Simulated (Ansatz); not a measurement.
As (A7 type, space group R-3m), energy over volume and axial ratio

As (A7 type, space group R-3m)

```
As
1.0
    1.89173     1.09219     3.36977
   -1.89173     1.09219     3.36977
    0.00000    -2.18438     3.36977
As
2
Direct
  0.23028   0.23028   0.23028
  0.76972   0.76972   0.76972
```

Grid over V/V₀ and (c/a)/(c/a)₀, subscript 0 meaning the relaxed cell; the conventional c axis lies along z; no internal relaxation.

The numbers are results of PBE-D3(BJ) (plane waves to 420 eV, PAW, scalar-relativistic; Ansatz, a program for electronic structure), not measurements. k mesh 11×11×11 (Γ-centred), Fermi-Dirac smearing 0.05 eV. The energy includes the smearing's −TS. Compression counts positive. As the atoms are clamped, bonds stretch with the cell, which overstates energies and stresses. With partly filled bands, the response to shear is sensitive to the k mesh, so small differences along c/a are uncertain. As was relaxed with its symmetry unable to fall. The zero of ΔE is the relaxed starting cell.

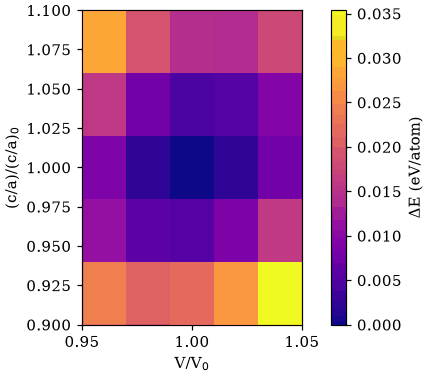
ΔE (eV/atom) over the 5×5 grid of computed points.

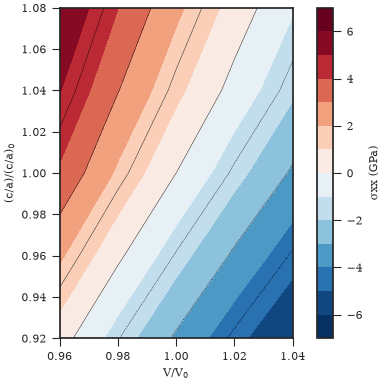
Figure: σxx (GPa) over the 5×5 grid of computed points.

Lowest place on the grid: V/V₀ = 1.000, (c/a)/(c/a)₀ = 1.000 (0 meV/atom). Highest place on the grid: V/V₀ = 1.040, (c/a)/(c/a)₀ = 0.920 (35 meV/atom).

(A scan under strain: stresses follow from slopes of the energy per volume, elastic moduli from its curvatures.)
